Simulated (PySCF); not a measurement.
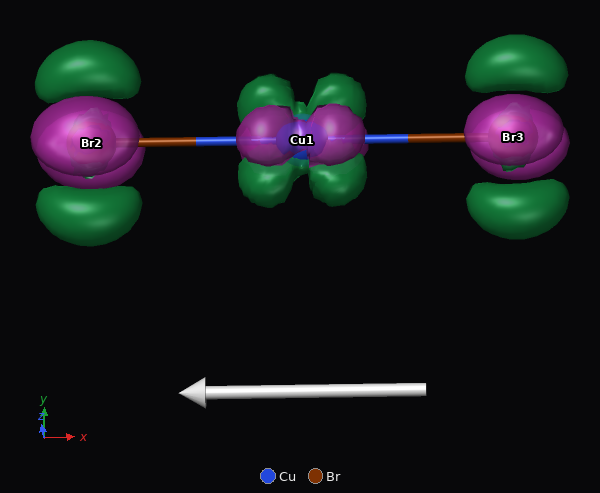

Figure. Br₂Cu, doublet. Change of the electron density in a uniform field of 0.10 V/Å along −x (arrow), surfaces at ±0.06 e/Å³ (green: gain, purple: loss).

Computed with PySCF, PBE/def2-SVPD, geometry: GFN2-xTB. This is a single-reference result, which may miss multireference character in this system. No frequency check shows the geometry to be a minimum. The stability of the open-shell solution wasn't checked. GFN2-xTB bond lengths at metals and heavier atoms can be off by up to 0.1 Å and shapes distorted, which carries into these values. GFN2-xTB doesn't know the spin state, so this open-shell geometry is rough.

Input

```python
import numpy as np
from pyscf import gto, scf, dft
from pyscf.scf import atom_ks, atom_hf
from scipy.linalg import block_diag

def solve(mol, dm0=None, hcore=None):
    mf = (dft.UKS if mol.spin else dft.RKS)(mol, xc='pbe')
    mf.grids.level = 3
    mf = mf.density_fit(auxbasis='def2-universal-jkfit')
    mf.conv_tol, mf.max_cycle = 1e-8, 80
    if hcore is not None:
        mf.get_hcore = lambda *args: hcore
    mf.kernel(dm0)
    if not mf.converged:
        mf = mf.newton().run(mf.mo_coeff, mf.mo_occ, max_cycle=30)
    assert mf.converged, 'SCF not converged'
    return mf

mol = gto.M(atom='''
Cu    -0.00004    -0.00001     0.00000
Br    -2.21175     0.00000     0.00000
Br     2.21178     0.00000     0.00000
''', basis='def2-svpd', charge=0, spin=1, verbose=4)
field = np.array([-0.002, -0.0, -0.0])  # atomic units
mol.set_common_orig(mol.atom_charges() @ mol.atom_coords() / mol.atom_charges().sum())
mf = solve(mol)
out = dict(dm0=mf.make_rdm1(), d0=mf.dip_moment(unit='AU'), e0=mf.e_tot)
for name, sign in (('p', 1), ('m', -1)):
    h = mf.get_hcore() + sign * np.einsum('x,xij->ij', field, mol.intor('int1e_r'))
    mi = solve(mol, mf.make_rdm1(), h)
    out.update({'dm' + name: mi.make_rdm1(), 'd' + name: mi.dip_moment(unit='AU'), 'e' + name: mi.e_tot})
# spherically averaged free atoms, for the promolecule
atm = atom_ks.get_atm_nrks(mol, xc='pbe')
pro = block_diag(*[(atm[a[0]][2] * atm[a[0]][3]) @ atm[a[0]][2].T for a in mol._atom])
np.savez('result.npz', pro=pro, **out)
```

Run with:

```sh
OMP_NUM_THREADS=1 python input.py
```

The run took 7 min on 1 thread of Arm Neoverse V2, on a shared host, peak memory 0.48 GiB.

Partitions, critical points and surface values were worked out afterwards from this run's density.

**What dipole is induced, and what polarisability does it imply?**

The induced dipole is 0.87 D (along the field); α along this axis, from the fields in both directions, is 171 bohr³ (25.3 Å³).

**Which atoms gain and lose the most charge?**

Electrons gather most on Br3 (Hirshfeld charge changes by −0.032 e) and leave Br2 most (+0.032 e); 0.609 electrons are displaced in all.
